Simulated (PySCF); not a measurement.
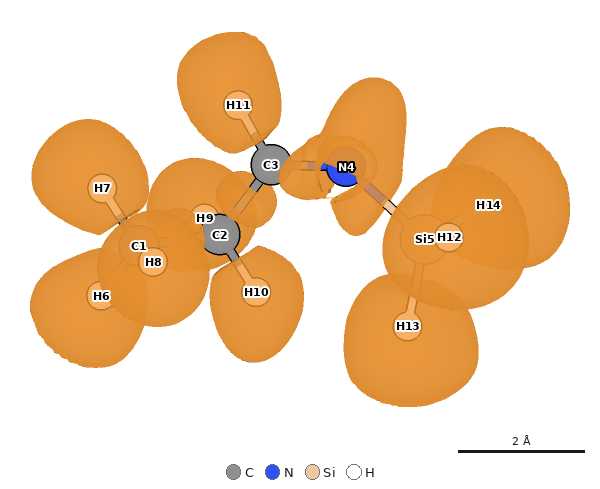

Figure. C₃H₉NSi (SMILES CC/C=N\[SiH3]). Isosurface of the ELF at 0.75 (orange), seen across its widest extent. Core shells and regions of very low density are left out.

Geometry: GFN2-xTB.

These are results of PySCF 2.14.0, wB97X-D/def2-SVPD, SCF density, gas phase, not measurements.

Input file:

```
{"job": {"kind": "uv", "xc": "wB97X-D", "basis": "def2-SVPD", "nstates": 8, "ntriplets": 3}, "charge": 0, "multiplicity": 1}
C     -2.092592    -0.430985     0.186364
C     -0.913126     0.324737    -0.422724
C      0.044776     0.770248     0.639053
N      1.272265     0.556003     0.709805
Si     2.463058    -0.257431    -0.219113
H     -2.792764    -0.730535    -0.589737
H     -2.619693     0.195330     0.902767
H     -1.743927    -1.323979     0.700055
H     -1.282907     1.217862    -0.935637
H     -0.390279    -0.299837    -1.147704
H     -0.414151     1.351515     1.444735
H      3.035844    -1.199341     0.739151
H      2.056106    -0.990799    -1.428724
H      3.376713     0.816738    -0.600458
```

Command:

```sh
OMP_NUM_THREADS=1 python probes_run.py task.json out
```

> What do the ELF domains correspond to?

The surface consists of two regions between bonded C–C atoms (shared pairs), nine regions around hydrogen nuclei and one region on N in which the atom's valence shell and bonds are merged. Along the contacts the grid gives the following. C–N (1.25 Å): the ELF peaks at about 0.90 between the atoms (a short, multiple covalent bond). C–C (1.50 Å): the ELF peaks at about 0.95 between the atoms (localised, covalent bonding).
